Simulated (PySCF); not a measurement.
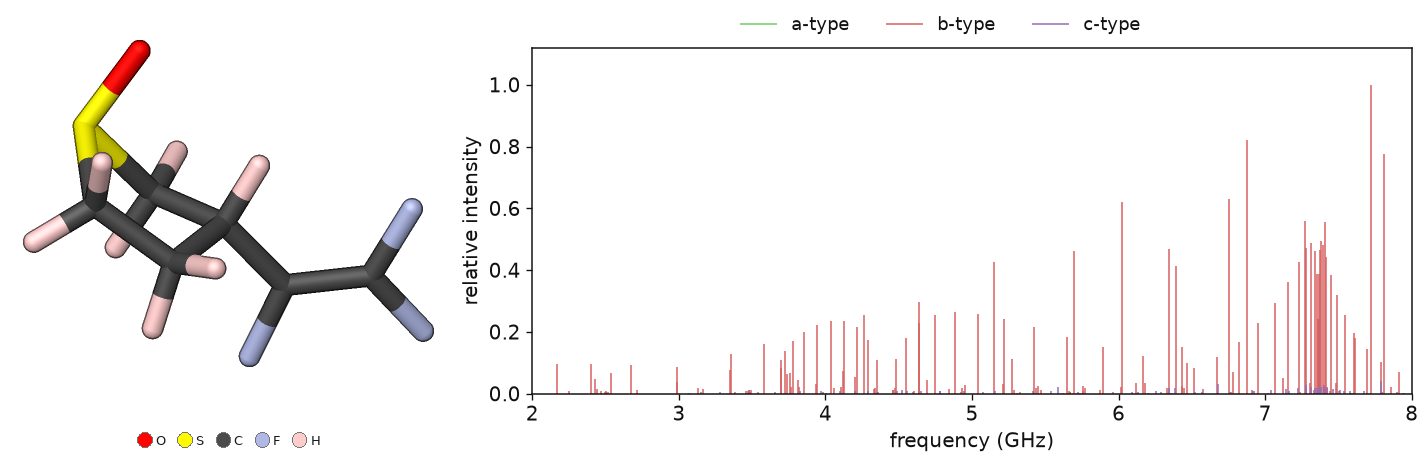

C₆H₇F₃OS, SMILES O=[S@@]1CC[C@@H](C(F)=C(F)F)C1. Simulated rotational absorption lines between 2 and 8 GHz at 1.5 K: rigid rotor with the equilibrium constants and dipole of one optimised conformer (PBE0-D3(BJ)/def2-SVP, PySCF), commonest isotopes; no centrifugal distortion, hyperfine structure, internal rotation or nuclear-spin weights; lines within 1 MHz of each other are summed. Lines of different type are drawn apart.

**What are the rotational constants, and what kind of rotor is it?**

Rotational constants A, B, C = 1.960, 0.5086, 0.4652 GHz; Ray's κ = −0.94, a near-prolate asymmetric top.

**Assign the strongest lines, as J(Ka,Kc).**

```tsv
GHz	upper	lower	type	relative intensity
7.72	7(1,7)	6(0,6)	b	1.00
6.88	6(1,6)	5(0,5)	b	0.82
7.81	9(0,9)	8(1,8)	b	0.78
6.76	8(0,8)	7(1,7)	b	0.63
```

Known limits of this run: coarse grid, loose stop and no frequency check, small forces are noise and the end may be a saddle.
